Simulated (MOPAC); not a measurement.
**CH$_{4}$ClFGe: geometry relaxation (part 1 of 2)**

The run: geometry relaxation of CH$_{4}$ClFGe, SMILES [CH3][GeH]([F])[Cl]. Method and program: MNDO, closed shell (MOPAC 23.2.5).

The atoms were displaced at random from an optimised geometry.

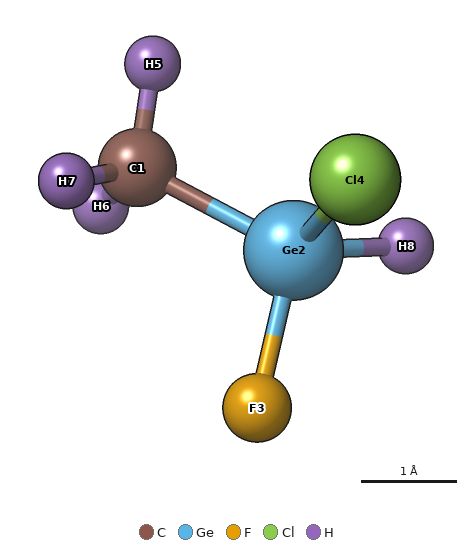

The structure as given in the input (ball-and-stick view, seen at a tilt; atoms are numbered from 1 in the order of the input). Sticks mark near contacts. Bond lengths as drawn: Cl–Ge 2.14 Å, C–Ge 1.93 Å, C–H 1.07 to 1.11 Å, F–Ge 1.72 Å and Ge–H 1.52 Å.

Input (input.mop)
```
PRECISE GRADIENTS DISP EF GNORM=0.01 CYCLES=300 MNDO THREADS=1 AUX(PRECISION=6)
CH4ClFGe charge 0

C     -0.223951     1.039168    -0.077164
Ge     0.145611    -0.833383     0.219263
F      1.832140    -0.952825     0.534378
Cl    -0.195883    -1.933034    -1.585659
H     -1.281384     1.171986    -0.374373
H      0.005338     1.621836     0.788149
H      0.389415     1.390961    -0.937458
H     -0.572949    -1.546022     1.358484
```

Machine: 1 thread of Arm Neoverse V1, 24 GiB of memory available, shared host.

Launched with:
```bash
mopac input.mop
```

What the program printed
```
MOPAC v23.2.5
MNDO CALCULATION RESULTS

 *  MNDO       - The MNDO Hamiltonian to be used
 *  PRECISE    - TIGHTER CRITERIA TO BE USED
 *  EF         - USE EF ROUTINE FOR MINIMUM SEARCH
 *  THREADS=1  - MULTI-THREADING NOT USED
 *  CYCLES=    - DO A MAXIMUM OF 300 STEPS
 *  GNORM      - EXIT WHEN GRADIENT NORM DROPS BELOW 0.010
 *  AUX        - OUTPUT AUXILIARY INFORMATION
 *  GRADIENTS  - ALL GRADIENTS TO BE PRINTED
 *  DISP       - PRINT DISPERSION AND HYDROGEN BOND ENERGIES
PRECISE GRADIENTS DISP EF GNORM=0.01 CYCLES=300 MNDO THREADS=1 AUX(PRECISION=6)
 CH4ClFGe charge 0

   ATOM   CHEMICAL          X               Y               Z
  NUMBER   SYMBOL      (ANGSTROMS)     (ANGSTROMS)     (ANGSTROMS)

     1       C         -0.22395100  *   1.03916800  *  -0.07716400  *
     2      Ge          0.14561100  *  -0.83338300  *   0.21926300  *
     3       F          1.83214000  *  -0.95282500  *   0.53437800  *
     4      Cl         -0.19588300  *  -1.93303400  *  -1.58565900  *
     5       H         -1.28138400  *   1.17198600  *  -0.37437300  *
     6       H          0.00533800  *   1.62183600  *   0.78814900  *
     7       H          0.38941500  *   1.39096100  *  -0.93745800  *
     8       H         -0.57294900  *  -1.54602200  *   1.35848400  *

          CARTESIAN COORDINATES

    NO.       ATOM           X           Y           Z

     1         C         -0.2240      1.0392     -0.0772
     2        Ge          0.1456     -0.8334      0.2193
     3         F          1.8321     -0.9528      0.5344
     4        Cl         -0.1959     -1.9330     -1.5857
     5         H         -1.2814      1.1720     -0.3744
     6         H          0.0053      1.6218      0.7881
     7         H          0.3894      1.3910     -0.9375
     8         H         -0.5729     -1.5460      1.3585

           Empirical Formula: C H4 Ge F Cl  =     8 atoms

      MOLECULAR POINT GROUP   :   C1

      RHF CALCULATION, NO. OF DOUBLY OCCUPIED LEVELS = 13

          Geometry optimization using EF

          DIAGONAL MATRIX USED AS START HESSIAN
```

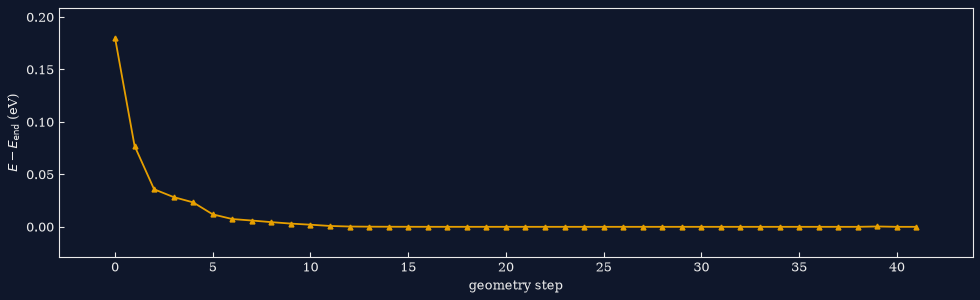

Progress of the relaxation, step by step (steps are counted from 0).

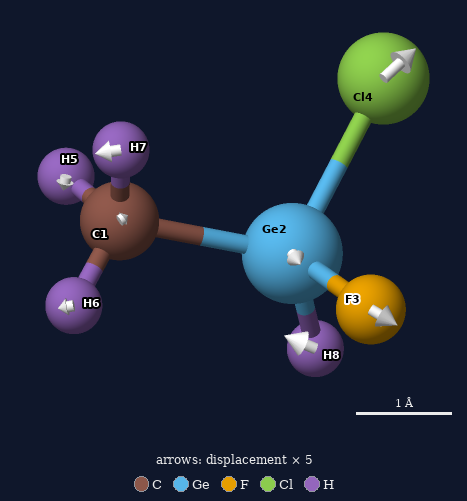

The starting structure with the displacements as white arrows, magnified 5 times (ball-and-stick view, seen at a tilt). The two geometries are laid on each other by the best rigid fit. The largest move after the best rigid fit is that of Cl4, 0.10 Å. Largest moves by element: Cl 0.10 Å, H 0.07 Å, F 0.07 Å, Ge 0.04 Å, C 0.02 Å. Among the contacts that change: Ge2–Cl4 2.141 → 2.256 Å, Ge2–H8 1.524 → 1.484 Å, C1–H6 1.068 → 1.107 Å, Ge2–F3 1.720 → 1.731 Å. Among the angles that change: H5–C1–H6 110.9° → 106.8°, Ge2–C1–H7 108.6° → 112.4°, C1–Ge2–H8 118.5° → 115.6°. After 41 geometry steps the energy has fallen by 0.180 eV. Largest force component: 2 eV/Å at the start, 0.00018 eV/Å at the end. (Atoms are counted from 1 in the order of the input.)

```
 CYCLE:     1 TIME:   0.008 TIME LEFT:  2.00D  GRAD.:    89.749 HEAT: -107.9726
 CYCLE:     2 TIME:   0.000 TIME LEFT:  2.00D  GRAD.:    61.080 HEAT: -110.3496
 CYCLE:     3 TIME:   0.000 TIME LEFT:  2.00D  GRAD.:    28.175 HEAT: -111.3040
 CYCLE:     4 TIME:   0.008 TIME LEFT:  2.00D  GRAD.:    31.563 HEAT: -111.4757
 CYCLE:     5 TIME:   0.000 TIME LEFT:  2.00D  GRAD.:    26.841 HEAT: -111.5923
 CYCLE:     6 TIME:   0.000 TIME LEFT:  2.00D  GRAD.:    13.760 HEAT: -111.8557
 CYCLE:     7 TIME:   0.000 TIME LEFT:  2.00D  GRAD.:     5.757 HEAT: -111.9584
 CYCLE:     8 TIME:   0.000 TIME LEFT:  2.00D  GRAD.:     5.564 HEAT: -111.9910
 CYCLE:     9 TIME:   0.008 TIME LEFT:  2.00D  GRAD.:     4.026 HEAT: -112.0263
 CYCLE:    10 TIME:   0.000 TIME LEFT:  2.00D  GRAD.:     3.642 HEAT: -112.0585
 CYCLE:    11 TIME:   0.000 TIME LEFT:  2.00D  GRAD.:     2.908 HEAT: -112.0827
 CYCLE:    12 TIME:   0.000 TIME LEFT:  2.00D  GRAD.:     2.576 HEAT: -112.1104
 CYCLE:    13 TIME:   0.000 TIME LEFT:  2.00D  GRAD.:     1.638 HEAT: -112.1229
 CYCLE:    14 TIME:   0.008 TIME LEFT:  2.00D  GRAD.:     0.906 HEAT: -112.1265
 CYCLE:    15 TIME:   0.000 TIME LEFT:  2.00D  GRAD.:     0.572 HEAT: -112.1277
 CYCLE:    16 TIME:   0.000 TIME LEFT:  2.00D  GRAD.:     0.466 HEAT: -112.1285
 CYCLE:    17 TIME:   0.000 TIME LEFT:  2.00D  GRAD.:     0.363 HEAT: -112.1291
 CYCLE:    18 TIME:   0.000 TIME LEFT:  2.00D  GRAD.:     0.213 HEAT: -112.1293
 CYCLE:    19 TIME:   0.008 TIME LEFT:  2.00D  GRAD.:     0.153 HEAT: -112.1294
 CYCLE:    20 TIME:   0.000 TIME LEFT:  2.00D  GRAD.:     0.117 HEAT: -112.1294
 CYCLE:    21 TIME:   0.000 TIME LEFT:  2.00D  GRAD.:     0.078 HEAT: -112.1295
 CYCLE:    22 TIME:   0.000 TIME LEFT:  2.00D  GRAD.:     0.049 HEAT: -112.1295
 CYCLE:    23 TIME:   0.000 TIME LEFT:  2.00D  GRAD.:     0.036 HEAT: -112.1295
 CYCLE:    24 TIME:   0.008 TIME LEFT:  2.00D  GRAD.:     0.030 HEAT: -112.1295
 CYCLE:    25 TIME:   0.000 TIME LEFT:  2.00D  GRAD.:     0.026 HEAT: -112.1295
 CYCLE:    26 TIME:   0.000 TIME LEFT:  2.00D  GRAD.:     0.026 HEAT: -112.1295
 CYCLE:    27 TIME:   0.000 TIME LEFT:  2.00D  GRAD.:     0.025 HEAT: -112.1295
 CYCLE:    28 TIME:   0.000 TIME LEFT:  2.00D  GRAD.:     0.023 HEAT: -112.1295
 CYCLE:    29 TIME:   0.000 TIME LEFT:  2.00D  GRAD.:     0.014 HEAT: -112.1295
 CYCLE:    30 TIME:   0.008 TIME LEFT:  2.00D  GRAD.:     0.020 HEAT: -112.1295
 CYCLE:    31 TIME:   0.000 TIME LEFT:  2.00D  GRAD.:     0.013 HEAT: -112.1295
 CYCLE:    32 TIME:   0.000 TIME LEFT:  2.00D  GRAD.:     0.011 HEAT: -112.1295
 CYCLE:    33 TIME:   0.000 TIME LEFT:  2.00D  GRAD.:     0.012 HEAT: -112.1295
 CYCLE:    34 TIME:   0.000 TIME LEFT:  2.00D  GRAD.:     0.017 HEAT: -112.1295
 CYCLE:    35 TIME:   0.008 TIME LEFT:  2.00D  GRAD.:     0.013 HEAT: -112.1295
 CYCLE:    36 TIME:   0.000 TIME LEFT:  2.00D  GRAD.:     0.013 HEAT: -112.1295
 CYCLE:    37 TIME:   0.000 TIME LEFT:  2.00D  GRAD.:     0.013 HEAT: -112.1295
 CYCLE:    38 TIME:   0.000 TIME LEFT:  2.00D  GRAD.:     0.017 HEAT: -112.1295
 CYCLE:    39 TIME:   0.000 TIME LEFT:  2.00D  GRAD.:     0.014 HEAT: -112.1295
 CYCLE:    40 TIME:   0.008 TIME LEFT:  2.00D  GRAD.:     1.943 HEAT: -112.1217
 CYCLE:    41 TIME:   0.000 TIME LEFT:  2.00D  GRAD.:     0.014 HEAT: -112.1295
 CYCLE:    42 TIME:   0.000 TIME LEFT:  2.00D  GRAD.:     0.010 HEAT: -112.1295

     GRADIENT =  0.00967 IS LESS THAN CUTOFF =  0.01000

 -------------------------------------------------------------------------------
 PRECISE GRADIENTS DISP EF GNORM=0.01 CYCLES=300 MNDO THREADS=1 AUX(PRECISION=6)
 CH4ClFGe charge 0

     GEOMETRY OPTIMISED USING EIGENVECTOR FOLLOWING (EF).
     SCF FIELD WAS ACHIEVED

                              MNDO CALCULATION

          FINAL HEAT OF FORMATION =       -112.12951 KCAL/MOL =    -469.14987 KJ/MOL

          TOTAL ENERGY            =     -25399.89689 KCAL/MOL = ELECTRONIC ENERGY + CORE-CORE REPULSION
          ENERGY OF ATOMS         =      25287.76738 KCAL/MOL
                              SUM =       -112.12951 KCAL/MOL
          DISPERSION ENERGY       =          0.00000 KCAL/MOL
                              SUM =       -112.12951 KCAL/MOL = FINAL HEAT OF FORMATION

          TOTAL ENERGY            =      -1101.44378 EV
          ELECTRONIC ENERGY       =      -2508.55187 EV
          CORE-CORE REPULSION     =       1407.10810 EV
          COSMO AREA              =        121.94 SQUARE ANGSTROMS
          COSMO VOLUME            =        111.63 CUBIC ANGSTROMS

          GRADIENT NORM           =          0.00967          =       0.00342 PER ATOM
          IONIZATION POTENTIAL    =         12.154764 EV
          HOMO LUMO ENERGIES (EV) =        -12.155 -0.487
          NO. OF FILLED LEVELS    =         13
          MOLECULAR WEIGHT        =        143.0840         POINT GROUP:  C1

          MOLECULAR DIMENSIONS (Angstroms)

            Atom       Atom       Distance
            H     6   Cl     4     4.40867
            H     5    F     3     3.76659
            H     7    H     8     3.45773

          SCF CALCULATIONS        =         48

          WALL-CLOCK TIME         =      0.078 SECONDS
          COMPUTATION TIME        =      0.077 SECONDS

       FINAL  POINT  AND  DERIVATIVES

   PARAMETER     ATOM    TYPE            VALUE        GRADIENT
      1          1  C    CARTESIAN X    -0.237516      0.002708  KCAL/ANGSTROM
      2          1  C    CARTESIAN Y     1.043458      0.000837  KCAL/ANGSTROM
      3          1  C    CARTESIAN Z    -0.080233      0.001431  KCAL/ANGSTROM
      4          2 Ge    CARTESIAN X     0.168396     -0.001032  KCAL/ANGSTROM
      5          2 Ge    CARTESIAN Y    -0.814619      0.002160  KCAL/ANGSTROM
      6          2 Ge    CARTESIAN Z     0.240578     -0.000646  KCAL/ANGSTROM
      7          3  F    CARTESIAN X     1.860975     -0.001752  KCAL/ANGSTROM
      8          3  F    CARTESIAN Y    -0.973956     -0.002136  KCAL/ANGSTROM
      9          3  F    CARTESIAN Z     0.567238     -0.000070  KCAL/ANGSTROM
     10          4 Cl    CARTESIAN X    -0.221051      0.003819  KCAL/ANGSTROM
     11          4 Cl    CARTESIAN Y    -1.986010     -0.000276  KCAL/ANGSTROM
     12          4 Cl    CARTESIAN Z    -1.648017     -0.000599  KCAL/ANGSTROM
     13          5  H    CARTESIAN X    -1.303758      0.001004  KCAL/ANGSTROM
     14          5  H    CARTESIAN Y     1.193751      0.001580  KCAL/ANGSTROM
     15          5  H    CARTESIAN Z    -0.334783      0.004078  KCAL/ANGSTROM
     16          6  H    CARTESIAN X    -0.030050     -0.000717  KCAL/ANGSTROM
     17          6  H    CARTESIAN Y     1.670030      0.001988  KCAL/ANGSTROM
     18          6  H    CARTESIAN Z     0.808247     -0.001684  KCAL/ANGSTROM
     19          7  H    CARTESIAN X     0.353510     -0.003368  KCAL/ANGSTROM
     20          7  H    CARTESIAN Y     1.466811     -0.002952  KCAL/ANGSTROM
     21          7  H    CARTESIAN Z    -0.914627     -0.002275  KCAL/ANGSTROM
     22          8  H    CARTESIAN X    -0.601749     -0.000662  KCAL/ANGSTROM
     23          8  H    CARTESIAN Y    -1.459947     -0.001202  KCAL/ANGSTROM
     24          8  H    CARTESIAN Z     1.332838     -0.000235  KCAL/ANGSTROM

   ATOM   CHEMICAL          X               Y               Z
  NUMBER   SYMBOL      (ANGSTROMS)     (ANGSTROMS)     (ANGSTROMS)

     1       C         -0.23751559  *   1.04345829  *  -0.08023294  *
     2      Ge          0.16839640  *  -0.81461882  *   0.24057832  *
     3       F          1.86097497  *  -0.97395610  *   0.56723782  *
     4      Cl         -0.22105052  *  -1.98601009  *  -1.64801698  *
     5       H         -1.30375815  *   1.19375113  *  -0.33478315  *
     6       H         -0.03005041  *   1.67003005  *   0.80824743  *
     7       H          0.35351021  *   1.46681085  *  -0.91462688  *
     8       H         -0.60174918  *  -1.45994741  *   1.33283828  *

                             CARTESIAN COORDINATES

   1    C       -0.237515586     1.043458295    -0.080232941
   2   Ge        0.168396396    -0.814618821     0.240578322
   3    F        1.860974968    -0.973956104     0.567237817
   4   Cl       -0.221050518    -1.986010093    -1.648016982
   5    H       -1.303758147     1.193751135    -0.334783148
   6    H       -0.030050412     1.670030051     0.808247428
   7    H        0.353510206     1.466810853    -0.914626877
   8    H       -0.601749182    -1.459947413     1.332838275

           Empirical Formula: C H4 Ge F Cl  =     8 atoms

      MOLECULAR POINT GROUP   :   C1
```
